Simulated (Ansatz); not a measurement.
**Run report: AlHO$_{2}$, molecular dynamics**

System: AlHO$_{2}$.
Method: RKS revPBE/def2-SVP (Ansatz 0.2.0).

The geometry comes from this level: PBE0-D4/def2-TZVP. Figures and captions count atoms from 1; the log counts them from 0 in places.

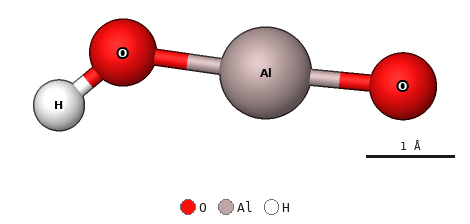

Figure 1. The input geometry (ball-and-stick view, seen on its broad side). Sticks mark near contacts. Bond lengths as drawn: Al–O 1.60 to 1.67 Å and H–O 0.95 Å.

## Input file
```yaml
crystal:
  periodic: [false, false, false]
  atoms:
    - {symbol: O, position_ang: [-1.634135, -1.286561, -0.719198]}
    - {symbol: Al, position_ang: [-0.415858, -0.428866, -0.149207]}
    - {symbol: O, position_ang: [0.880153, 0.405964, 0.483021]}
    - {symbol: H, position_ang: [1.169839, 1.309462, 0.385384]}
basis:
  gaussian: {orbitals: def2-SVP}
hamiltonian: {xc: {name: revPBE}}
md: {timestep: 1 fs, n_steps: 30, ensemble: nvt_langevin, temperature: 300, initial_velocities: maxwell_boltzmann, friction: 0.01, seed: 357}
```

Machine: 4 threads of AMD EPYC, 54 GiB of memory available, shared host.

Launched with:
```bash
ansatz run in.yaml --threads 4 --pin off --events-out ev --progress --plain --max-ram 10444MiB
```

## Log
```
Functional definition: revPBE
  name "revPBE"
  cite "Zhang & Yang, Phys. Rev. Lett. 80, 890 (1998) doi:10.1103/PhysRevLett.80.890"
  cite "Perdew, Burke & Ernzerhof, Phys. Rev. Lett. 77, 3865 (1996) doi:10.1103/PhysRevLett.77.3865"
  parameter kappa = 1.245
  parameter beta = 0.06672455060314922
  exchange = pbe_x(kappa = kappa, mu = beta*pi^2/3)
  correlation = pbe_c(beta = beta)
537 factors; their error is unknown
mean field evaluation 1: about -10682.5027 eV, gradient 9.3e1 eV
mean field evaluation 2: about -10508.3242 eV, gradient 1.9e2 eV
mean field evaluation 4: about -10695.5372 eV, gradient 3.9e1 eV
mean field evaluation 8: about -10699.7738 eV, gradient 2.8e0 eV
mean field evaluation 16: about -10699.7647 eV, gradient 6.6e-5 eV
mean field -10699.76466660 eV, -393.2090989366 hartree, gradient 6.6e-5 eV, S^2 0.000000; 0 other end points of the search recorded, 0 dependent functions left out
the calculation of the forces begins
reference -10699.76470400 eV, -393.2091003109 hartree; 15, 15 occupied and 36, 36 virtual orbitals, 537 factors
md step     0: t =     0.00 fs  T =   225.0 K  F+E_penalty+E_count = -10699.76466660 eV  E_kin = 0.116334 eV  (27 SCF iters)
these checks for a lower state are left out or cut short: starts, cluster_reference, orbital_swaps, neighbouring_geometries, increment
537 factors; their error is unknown
mean field -10699.76512608 eV, -393.2091158221 hartree, gradient 1.1e-5 eV, S^2 0.000000; 0 other end points of the search recorded, 0 dependent functions left out
the calculation of the forces begins
reference -10699.76516347 eV, -393.2091171960 hartree; 15, 15 occupied and 36, 36 virtual orbitals, 537 factors
md step     1: t =     1.00 fs  T =   224.9 K  F+E_penalty+E_count = -10699.76512608 eV  E_kin = 0.116262 eV  (27 SCF iters)
[... from here on the SCF iterations and repeated set-up lines of each step are left out, up to the last step ...]
md step     2: t =     2.00 fs  T =   219.2 K  F+E_penalty+E_count = -10699.75723915 eV  E_kin = 0.113326 eV  (28 SCF iters)
md step     3: t =     3.00 fs  T =   201.8 K  F+E_penalty+E_count = -10699.74766740 eV  E_kin = 0.104361 eV  (27 SCF iters)
md step     4: t =     4.00 fs  T =   222.3 K  F+E_penalty+E_count = -10699.74997793 eV  E_kin = 0.114936 eV  (27 SCF iters)
md step     5: t =     5.00 fs  T =   280.4 K  F+E_penalty+E_count = -10699.76269758 eV  E_kin = 0.144954 eV  (28 SCF iters)
md step     6: t =     6.00 fs  T =   295.1 K  F+E_penalty+E_count = -10699.77263866 eV  E_kin = 0.152604 eV  (28 SCF iters)
md step     7: t =     7.00 fs  T =   266.0 K  F+E_penalty+E_count = -10699.77435394 eV  E_kin = 0.137522 eV  (28 SCF iters)
md step     8: t =     8.00 fs  T =   283.3 K  F+E_penalty+E_count = -10699.77283321 eV  E_kin = 0.146459 eV  (27 SCF iters)
md step     9: t =     9.00 fs  T =   322.5 K  F+E_penalty+E_count = -10699.77985756 eV  E_kin = 0.166767 eV  (28 SCF iters)
md step    10: t =    10.00 fs  T =   314.6 K  F+E_penalty+E_count = -10699.79104649 eV  E_kin = 0.162641 eV  (27 SCF iters)
md step    11: t =    11.00 fs  T =   304.2 K  F+E_penalty+E_count = -10699.79358290 eV  E_kin = 0.157304 eV  (28 SCF iters)
md step    12: t =    12.00 fs  T =   293.7 K  F+E_penalty+E_count = -10699.78751601 eV  E_kin = 0.151851 eV  (27 SCF iters)
md step    13: t =    13.00 fs  T =   321.5 K  F+E_penalty+E_count = -10699.77780029 eV  E_kin = 0.166217 eV  (27 SCF iters)
md step    14: t =    14.00 fs  T =   316.3 K  F+E_penalty+E_count = -10699.77233533 eV  E_kin = 0.163548 eV  (28 SCF iters)
md step    15: t =    15.00 fs  T =   268.7 K  F+E_penalty+E_count = -10699.77097546 eV  E_kin = 0.138913 eV  (28 SCF iters)
md step    16: t =    16.00 fs  T =   296.9 K  F+E_penalty+E_count = -10699.76498875 eV  E_kin = 0.153506 eV  (28 SCF iters)
md step    17: t =    17.00 fs  T =   266.8 K  F+E_penalty+E_count = -10699.74674520 eV  E_kin = 0.137957 eV  (29 SCF iters)
md step    18: t =    18.00 fs  T =   261.4 K  F+E_penalty+E_count = -10699.73496132 eV  E_kin = 0.135135 eV  (28 SCF iters)
md step    19: t =    19.00 fs  T =   236.2 K  F+E_penalty+E_count = -10699.73690324 eV  E_kin = 0.122126 eV  (29 SCF iters)
md step    20: t =    20.00 fs  T =   250.2 K  F+E_penalty+E_count = -10699.73396539 eV  E_kin = 0.129369 eV  (28 SCF iters)
md step    21: t =    21.00 fs  T =   222.3 K  F+E_penalty+E_count = -10699.71757028 eV  E_kin = 0.114958 eV  (28 SCF iters)
md step    22: t =    22.00 fs  T =   237.9 K  F+E_penalty+E_count = -10699.70707180 eV  E_kin = 0.123020 eV  (27 SCF iters)
md step    23: t =    23.00 fs  T =   238.3 K  F+E_penalty+E_count = -10699.71539990 eV  E_kin = 0.123223 eV  (28 SCF iters)
md step    24: t =    24.00 fs  T =   279.2 K  F+E_penalty+E_count = -10699.72840116 eV  E_kin = 0.144382 eV  (28 SCF iters)
md step    25: t =    25.00 fs  T =   286.6 K  F+E_penalty+E_count = -10699.72841664 eV  E_kin = 0.148159 eV  (27 SCF iters)
md step    26: t =    26.00 fs  T =   261.1 K  F+E_penalty+E_count = -10699.72537299 eV  E_kin = 0.134991 eV  (27 SCF iters)
md step    27: t =    27.00 fs  T =   249.9 K  F+E_penalty+E_count = -10699.73216667 eV  E_kin = 0.129186 eV  (27 SCF iters)
md step    28: t =    28.00 fs  T =   284.5 K  F+E_penalty+E_count = -10699.74330816 eV  E_kin = 0.147091 eV  (27 SCF iters)
md step    29: t =    29.00 fs  T =   345.4 K  F+E_penalty+E_count = -10699.74466665 eV  E_kin = 0.178597 eV  (26 SCF iters)
these checks for a lower state are left out or cut short: starts, cluster_reference, orbital_swaps, neighbouring_geometries, increment
537 factors; their error is unknown
mean field -10699.73340273 eV, -393.2079500105 hartree, gradient 1.6e-5 eV, S^2 0.000000; 0 other end points of the search recorded, 0 dependent functions left out
the calculation of the forces begins
reference -10699.73344174 eV, -393.2079514441 hartree; 15, 15 occupied and 36, 36 virtual orbitals, 537 factors
537 factors; their error is unknown
mean field evaluation 256: about -10695.3044 eV, gradient 4.0e1 eV
mean field -10699.73340273 eV, -393.2079500105 hartree, gradient 1.5e-5 eV, S^2 0.000000; 1 other end points of the search recorded, 0 dependent functions left out
the calculation of the forces begins
reference -10699.73344174 eV, -393.2079514441 hartree; 15, 15 occupied and 36, 36 virtual orbitals, 537 factors
md step    30: t =    30.00 fs  T =   369.2 K  F+E_penalty+E_count = -10699.73340273 eV  E_kin = 0.190872 eV  (29 SCF iters)
```

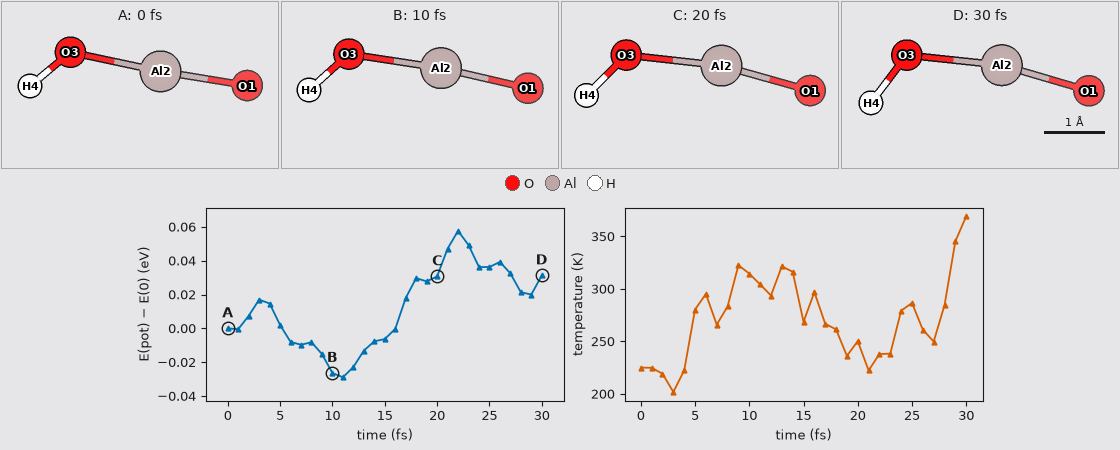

Figure 2. Frames of the molecular dynamics (ball-and-stick, seen at a tilt) above the curves, on which the letters mark them. The trajectory kept here has 31 frames over 30 fs. The temperature starts at 225 K, ranges from 202 to 369 K and averages 272 K over the second half. The potential energy ends 0.031 eV above its first value. After an unweighted best fit of the last frame on the first, the root-mean-square displacement is 0.14 Å.

```
Total energy: -10699.73344174 eV, -393.2079514441 hartree
Atom 0 at    -1.708034    -1.200880    -0.711920 Å, force    -0.206921    -0.269292     0.013325 eV/Å
Atom 1 at    -0.395104    -0.478977    -0.091098 Å, force     0.962113     0.992126     0.120344 eV/Å
Atom 2 at     0.959421     0.544313     0.377644 Å, force    -0.141144    -0.077420    -1.032183 eV/Å
Atom 3 at     1.429644     1.042025    -0.354351 Å, force    -0.614048    -0.645414     0.898514 eV/Å
Dipole moment:     0.684666     0.380646     0.084972 e Å
```

## Trajectory as extended XYZ (Å, eV, eV/Å), 31 frames, from step=0 to step=30
```
4
Properties=species:S:1:pos:R:3:forces:R:3 step=0 time_fs=0.0 energy=-10699.76467 temperature=225.0
O    -1.6341   -1.2866   -0.7192   -1.0919  -0.7535  -0.5159
Al   -0.4159   -0.4289   -0.1492    0.3011   0.2191   0.1385
O     0.8802    0.4060    0.4830    0.5518  -0.1625   0.4418
H     1.1698    1.3095    0.3854    0.2389   0.6969  -0.0644
4
Properties=species:S:1:pos:R:3:forces:R:3 step=1 time_fs=1.0 energy=-10699.76513 temperature=224.9
O    -1.6332   -1.2834   -0.7204   -1.1725  -0.8111  -0.5487
Al   -0.4161   -0.4317   -0.1447    0.3335   0.2535   0.1417
O     0.8796    0.4077    0.4784    0.8180   0.5158   0.4066
H     1.1780    1.3192    0.3579    0.0210   0.0417   0.0004
4
Properties=species:S:1:pos:R:3:forces:R:3 step=2 time_fs=2.0 energy=-10699.75724 temperature=219.2
O    -1.6327   -1.2802   -0.7216   -1.2203  -0.8458  -0.5666
Al   -0.4159   -0.4343   -0.1402    0.3411   0.2722   0.1336
O     0.8793    0.4103    0.4741    1.0937   1.2075   0.3363
H     1.1864    1.3314    0.3318   -0.2145  -0.6339   0.0968
4
Properties=species:S:1:pos:R:3:forces:R:3 step=3 time_fs=3.0 energy=-10699.74767 temperature=201.8
O    -1.6333   -1.2767   -0.7232   -1.2144  -0.8433  -0.5592
Al   -0.4155   -0.4363   -0.1354    0.3163   0.2671   0.1105
O     0.8793    0.4140    0.4700    1.2682   1.6221   0.2754
H     1.1960    1.3395    0.3101   -0.3700  -1.0458   0.1733
4
Properties=species:S:1:pos:R:3:forces:R:3 step=4 time_fs=4.0 energy=-10699.74998 temperature=222.3
O    -1.6346   -1.2735   -0.7254   -1.1518  -0.8023  -0.5242
Al   -0.4147   -0.4376   -0.1307    0.2578   0.2326   0.0730
O     0.8798    0.4192    0.4661    1.2699   1.6002   0.2628
H     1.2030    1.3392    0.2903   -0.3760  -1.0306   0.1885
4
Properties=species:S:1:pos:R:3:forces:R:3 step=5 time_fs=5.0 energy=-10699.76270 temperature=280.4
O    -1.6361   -1.2702   -0.7278   -1.0669  -0.7474  -0.4780
Al   -0.4133   -0.4390   -0.1265    0.2113   0.2024   0.0426
O     0.8809    0.4264    0.4617    1.0797   1.1443   0.3133
H     1.2060    1.3316    0.2704   -0.2241  -0.5993   0.1221
4
Properties=species:S:1:pos:R:3:forces:R:3 step=6 time_fs=6.0 energy=-10699.77264 temperature=295.1
O    -1.6387   -1.2672   -0.7303   -0.9495  -0.6714  -0.4145
Al   -0.4118   -0.4406   -0.1223    0.1705   0.1774   0.0124
O     0.8831    0.4342    0.4570    0.7592   0.4318   0.4164
H     1.2092    1.3202    0.2515    0.0198   0.0622  -0.0143
4
Properties=species:S:1:pos:R:3:forces:R:3 step=7 time_fs=7.0 energy=-10699.77435 temperature=266.0
O    -1.6426   -1.2653   -0.7324   -0.7956  -0.5716  -0.3316
Al   -0.4108   -0.4423   -0.1180    0.1292   0.1568  -0.0231
O     0.8869    0.4414    0.4526    0.4002  -0.2925   0.5312
H     1.2154    1.3091    0.2342    0.2662   0.7073  -0.1764
4
Properties=species:S:1:pos:R:3:forces:R:3 step=8 time_fs=8.0 energy=-10699.77283 temperature=283.3
O    -1.6472   -1.2639   -0.7337   -0.6178  -0.4566  -0.2359
Al   -0.4097   -0.4437   -0.1137    0.0651   0.1263  -0.0743
O     0.8914    0.4479    0.4483    0.1196  -0.7850   0.6132
H     1.2270    1.3010    0.2176    0.4331   1.1153  -0.3031
4
Properties=species:S:1:pos:R:3:forces:R:3 step=9 time_fs=9.0 energy=-10699.77986 temperature=322.5
O    -1.6525   -1.2632   -0.7352   -0.3964  -0.3137  -0.1172
Al   -0.4085   -0.4442   -0.1091   -0.0632   0.0583  -0.1621
O     0.8962    0.4539    0.4439    0.0626  -0.7517   0.5817
H     1.2437    1.3001    0.1988    0.3971   1.0071  -0.3024
4
Properties=species:S:1:pos:R:3:forces:R:3 step=10 time_fs=10.0 energy=-10699.79105 temperature=314.6
O    -1.6584   -1.2627   -0.7370   -0.1563  -0.1601   0.0115
Al   -0.4071   -0.4446   -0.1048   -0.2209  -0.0240  -0.2684
O     0.9014    0.4594    0.4395    0.2087  -0.2890   0.4280
H     1.2618    1.3070    0.1782    0.1685   0.4731  -0.1711
4
Properties=species:S:1:pos:R:3:forces:R:3 step=11 time_fs=11.0 energy=-10699.79358 temperature=304.2
O    -1.6648   -1.2618   -0.7392    0.0763  -0.0136   0.1358
Al   -0.4057   -0.4451   -0.1014   -0.3731  -0.0999  -0.3723
O     0.9066    0.4643    0.4352    0.3861   0.2059   0.2469
H     1.2800    1.3146    0.1566   -0.0893  -0.0924  -0.0104
4
Properties=species:S:1:pos:R:3:forces:R:3 step=12 time_fs=12.0 energy=-10699.78752 temperature=293.7
O    -1.6715   -1.2605   -0.7413    0.2943   0.1207   0.2520
Al   -0.4042   -0.4457   -0.0983   -0.5072  -0.1625  -0.4667
O     0.9118    0.4693    0.4315    0.5146   0.5712   0.0843
H     1.2965    1.3200    0.1340   -0.3017  -0.5294   0.1304
4
Properties=species:S:1:pos:R:3:forces:R:3 step=13 time_fs=13.0 energy=-10699.77780 temperature=321.5
O    -1.6784   -1.2591   -0.7427    0.4918   0.2392   0.3577
Al   -0.4030   -0.4468   -0.0949   -0.6005  -0.1962  -0.5429
O     0.9174    0.4745    0.4279    0.5532   0.7548  -0.0449
H     1.3114    1.3222    0.1114   -0.4445  -0.7977   0.2301
4
Properties=species:S:1:pos:R:3:forces:R:3 step=14 time_fs=14.0 energy=-10699.77233 temperature=316.3
O    -1.6852   -1.2579   -0.7437    0.6659   0.3407   0.4511
Al   -0.4020   -0.4486   -0.0919   -0.6422  -0.1961  -0.5948
O     0.9237    0.4801    0.4240    0.4198   0.6179  -0.0831
H     1.3221    1.3180    0.0893   -0.4434  -0.7624   0.2269
4
Properties=species:S:1:pos:R:3:forces:R:3 step=15 time_fs=15.0 energy=-10699.77097 temperature=268.7
O    -1.6912   -1.2571   -0.7445    0.8087   0.4207   0.5277
Al   -0.4011   -0.4509   -0.0892   -0.6463  -0.1733  -0.6254
O     0.9298    0.4860    0.4201    0.1289   0.1834  -0.0040
H     1.3275    1.3078    0.0686   -0.2913  -0.4309   0.1017
4
Properties=species:S:1:pos:R:3:forces:R:3 step=16 time_fs=16.0 energy=-10699.76499 temperature=296.9
O    -1.6963   -1.2561   -0.7449    0.9197   0.4790   0.5872
Al   -0.4001   -0.4537   -0.0869   -0.6089  -0.1230  -0.6336
O     0.9357    0.4925    0.4164   -0.3320  -0.5624   0.2248
H     1.3296    1.2920    0.0507    0.0212   0.2064  -0.1784
4
Properties=species:S:1:pos:R:3:forces:R:3 step=17 time_fs=17.0 energy=-10699.74675 temperature=266.8
O    -1.7008   -1.2543   -0.7452    0.9999   0.5160   0.6314
Al   -0.3990   -0.4568   -0.0846   -0.5400  -0.0484  -0.6289
O     0.9417    0.4990    0.4127   -0.8151  -1.3283   0.5043
H     1.3336    1.2759    0.0337    0.3551   0.8607  -0.5068
4
Properties=species:S:1:pos:R:3:forces:R:3 step=18 time_fs=18.0 energy=-10699.73496 temperature=261.4
O    -1.7047   -1.2519   -0.7450    1.0498   0.5343   0.6603
Al   -0.3984   -0.4596   -0.0825   -0.4581   0.0368  -0.6221
O     0.9472    0.5050    0.4094   -1.0150  -1.5427   0.5672
H     1.3447    1.2665    0.0118    0.4233   0.9716  -0.6055
4
Properties=species:S:1:pos:R:3:forces:R:3 step=19 time_fs=19.0 energy=-10699.73690 temperature=236.2
O    -1.7079   -1.2498   -0.7442    1.0737   0.5378   0.6746
Al   -0.3977   -0.4623   -0.0812   -0.3760   0.1215  -0.6148
O     0.9522    0.5099    0.4066   -0.8673  -1.1450   0.3296
H     1.3613    1.2649   -0.0159    0.1696   0.4858  -0.3894
4
Properties=species:S:1:pos:R:3:forces:R:3 step=20 time_fs=20.0 energy=-10699.73396 temperature=250.2
O    -1.7102   -1.2473   -0.7428    1.0668   0.5229   0.6719
Al   -0.3970   -0.4647   -0.0806   -0.2893   0.2076  -0.6030
O     0.9562    0.5145    0.4038   -0.5135  -0.4487  -0.0953
H     1.3814    1.2685   -0.0467   -0.2639  -0.2818   0.0265
4
Properties=species:S:1:pos:R:3:forces:R:3 step=21 time_fs=21.0 energy=-10699.71757 temperature=222.3
O    -1.7120   -1.2442   -0.7411    1.0311   0.4911   0.6538
Al   -0.3965   -0.4670   -0.0806   -0.1837   0.3020  -0.5781
O     0.9594    0.5191    0.4009   -0.2233   0.0766  -0.4666
H     1.4007    1.2689   -0.0780   -0.6241  -0.8697   0.3909
4
Properties=species:S:1:pos:R:3:forces:R:3 step=22 time_fs=22.0 energy=-10699.70707 temperature=237.9
O    -1.7136   -1.2404   -0.7387    0.9659   0.4423   0.6198
Al   -0.3965   -0.4693   -0.0810   -0.0480   0.4084  -0.5307
O     0.9621    0.5237    0.3981   -0.1576   0.2014  -0.6325
H     1.4152    1.2582   -0.1067   -0.7604  -1.0520   0.5433
4
Properties=species:S:1:pos:R:3:forces:R:3 step=23 time_fs=23.0 energy=-10699.71540 temperature=238.3
O    -1.7148   -1.2355   -0.7359    0.8684   0.3759   0.5687
Al   -0.3968   -0.4712   -0.0815    0.1182   0.5248  -0.4568
O     0.9646    0.5281    0.3957   -0.3639  -0.0962  -0.5279
H     1.4222    1.2347   -0.1306   -0.6227  -0.8045   0.4161
4
Properties=species:S:1:pos:R:3:forces:R:3 step=24 time_fs=24.0 energy=-10699.72840 temperature=279.2
O    -1.7152   -1.2300   -0.7330    0.7473   0.2973   0.5055
Al   -0.3970   -0.4730   -0.0823    0.2897   0.6363  -0.3677
O     0.9666    0.5320    0.3931   -0.7945  -0.7016  -0.1527
H     1.4215    1.2024   -0.1510   -0.2425  -0.2320   0.0150
4
Properties=species:S:1:pos:R:3:forces:R:3 step=25 time_fs=25.0 energy=-10699.72842 temperature=286.6
O    -1.7146   -1.2244   -0.7299    0.5974   0.2040   0.4277
Al   -0.3970   -0.4747   -0.0835    0.4678   0.7463  -0.2670
O     0.9680    0.5358    0.3903   -1.2491  -1.2998   0.3078
H     1.4195    1.1675   -0.1732    0.1840   0.3495  -0.4685
4
Properties=species:S:1:pos:R:3:forces:R:3 step=26 time_fs=26.0 energy=-10699.72537 temperature=261.1
O    -1.7132   -1.2192   -0.7268    0.4336   0.1050   0.3430
Al   -0.3967   -0.4761   -0.0852    0.6288   0.8408  -0.1685
O     0.9684    0.5389    0.3878   -1.4821  -1.5659   0.5739
H     1.4193    1.1363   -0.2001    0.4198   0.6201  -0.7484
4
Properties=species:S:1:pos:R:3:forces:R:3 step=27 time_fs=27.0 energy=-10699.73217 temperature=249.9
O    -1.7118   -1.2143   -0.7234    0.2626   0.0036   0.2555
Al   -0.3967   -0.4772   -0.0869    0.7658   0.9170  -0.0798
O     0.9675    0.5410    0.3851   -1.3956  -1.4248   0.4915
H     1.4220    1.1112   -0.2314    0.3671   0.5042  -0.6671
4
Properties=species:S:1:pos:R:3:forces:R:3 step=28 time_fs=28.0 energy=-10699.74331 temperature=284.5
O    -1.7105   -1.2099   -0.7199    0.0919  -0.0960   0.1687
Al   -0.3967   -0.4783   -0.0884    0.8772   0.9735  -0.0016
O     0.9657    0.5422    0.3825   -1.0468  -0.9985   0.0841
H     1.4266    1.0894   -0.2683    0.0778   0.1210  -0.2511
4
Properties=species:S:1:pos:R:3:forces:R:3 step=29 time_fs=29.0 energy=-10699.74467 temperature=345.4
O    -1.7092   -1.2055   -0.7162   -0.0661  -0.1877   0.0875
Al   -0.3963   -0.4789   -0.0896    0.9427   0.9986   0.0633
O     0.9629    0.5433    0.3801   -0.5590  -0.4705  -0.5125
H     1.4301    1.0677   -0.3113   -0.3176  -0.3404   0.3618
4
Properties=species:S:1:pos:R:3:forces:R:3 step=30 time_fs=30.0 energy=-10699.73340 temperature=369.2
O    -1.7080   -1.2009   -0.7119   -0.2069  -0.2693   0.0133
Al   -0.3951   -0.4790   -0.0911    0.9621   0.9921   0.1203
O     0.9594    0.5443    0.3776   -0.1411  -0.0774  -1.0322
H     1.4296    1.0420   -0.3544   -0.6140  -0.6454   0.8985
```

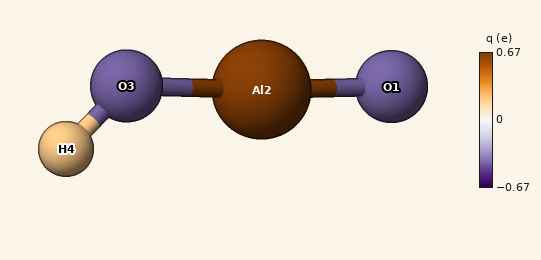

Figure 3. Mulliken charges, as the colour of each atom (ball-and-stick view, seen at a tilt; atoms are numbered from 1 in the order of the input). By element: O −0.43 to −0.42, Al +0.64 and H +0.21 e.

## Summary

```json
{"quantity": "outcome", "value": "finished"}
{"quantity": "mean temperature over the second half", "value": "272 K"}
{"quantity": "trajectory", "value": "30 steps, 30 fs"}
{"quantity": "ensemble", "value": "nvt_langevin"}
{"quantity": "temperature in the input", "value": "300 K"}
{"quantity": "time step", "value": "1 fs"}
{"quantity": "potential energy (last step)", "value": "−10699.7334 eV"}
{"quantity": "SCF solution under orbital rotations (last step)", "value": "stable"}
{"quantity": "largest force (length of the vector) (last step)", "value": "1.387 eV/Å"}
{"quantity": "dipole moment (last step)", "value": "3.78 D"}
{"quantity": "wall time", "value": "4.5 s (CPU time 14 s)"}
{"quantity": "peak memory", "value": "0.11 GiB"}
```

## Remarks

So short a trajectory is not equilibrated. The logged temperature at the start can lie below the typed one, since it is counted over all degrees of freedom.
